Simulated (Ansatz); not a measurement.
```xyz
18

C    -1.3596   -2.3724   -1.6777
S     0.3795   -1.8236   -1.6459
Zr   -0.0216    0.2959   -0.5217
O    -1.5869    1.1866   -1.1394
S     1.8275    1.8471   -0.6017
C     2.8547    0.4179   -0.1281
S    -0.3665   -0.2999    1.8186
C    -0.7839    1.3444    2.4940
H    -1.7169   -2.3800   -2.7066
H    -2.0141   -1.7351   -1.0782
H    -1.4043   -3.3801   -1.2665
H    -2.4190    1.5639   -1.4093
H     3.3163    0.6046    0.8400
H     3.6154    0.2515   -0.8892
H     2.2943   -0.5291   -0.0315
H     0.0654    2.0227    2.4148
H    -1.0353    1.2110    3.5462
H    -1.6450    1.7748    1.9824
```

Geometry: PBE0-D4/def2-TZVP; core potentials replace the inner electrons of Zr.

All numbers below come from RKS PBE0-D4/def2-TZVPP (Ansatz).

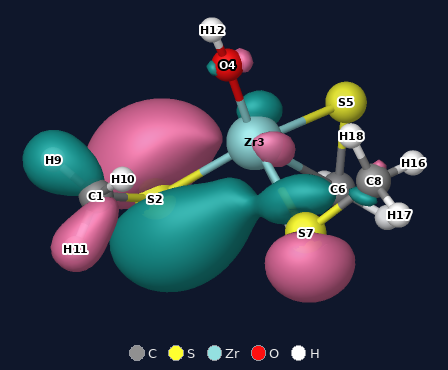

C3H10OS3Zr. The HOMO−1 at ±0.1 Å⁻³ᐟ² (teal and pink are the two phases), seen from one side.

Question: Describe this orbital and give its energy.

Answer: It lies mainly on S2 (about 65 %), Zr3 (about 10 %) and S7 (about 10 %). Its energy is −7.06 eV.
